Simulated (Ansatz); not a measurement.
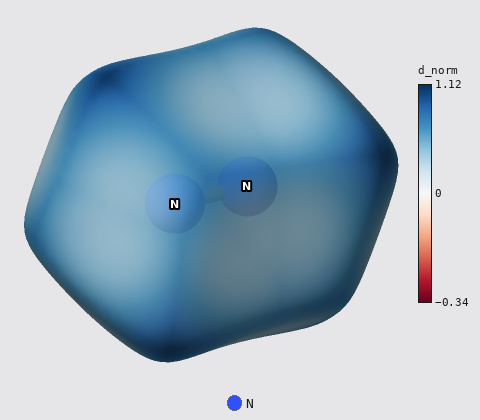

Hirshfeld surface computed for the N2 molecule in N (Pa-3), coloured by d_norm.

The surface is where the fragment's share of the procrystal density (the sum of the densities of spherically averaged neutral Hartree-Fock atoms) equals one half. d_i and d_e are the distances from the surface to the nearest nucleus inside and outside; d_norm adds both, each measured against its van der Waals radius (Alvarez: N 1.66 Å), so red marks contacts shorter than the sum of radii, white equal and blue longer.

The cell is taken from coordinates from a relaxation with Ansatz 0.2.0, DFT, PBE, plane waves (420 eV) with PAW, scalar-relativistic.

```cif
data_structure
_symmetry_space_group_name_H-M 'Pa-3'
_symmetry_Int_Tables_number 205
_cell_length_a 6.0970
_cell_length_b 6.0970
_cell_length_c 6.0970
_cell_angle_alpha 90.000
_cell_angle_beta 90.000
_cell_angle_gamma 90.000
_cell_volume 226.65
loop_
_atom_site_label
_atom_site_type_symbol
_atom_site_symmetry_multiplicity
_atom_site_Wyckoff_symbol
_atom_site_fract_x
_atom_site_fract_y
_atom_site_fract_z
_atom_site_occupancy
N1 N 8 c 0.05217 0.05217 0.05217 1
```

Q: Which contact with the surroundings is the closest relative to the atoms' sizes?

A: N···N at 3.89 Å, 117 % of the sum of the van der Waals radii.

Q: How is the surface shared among contacts (both directions of a pair summed)?

A: N···N 100 %.

Q: Give the size and shape of the surface.

A: It encloses about 53 Å³, has an area of about 72 Å² and a globularity of 0.96 (1 for a sphere).
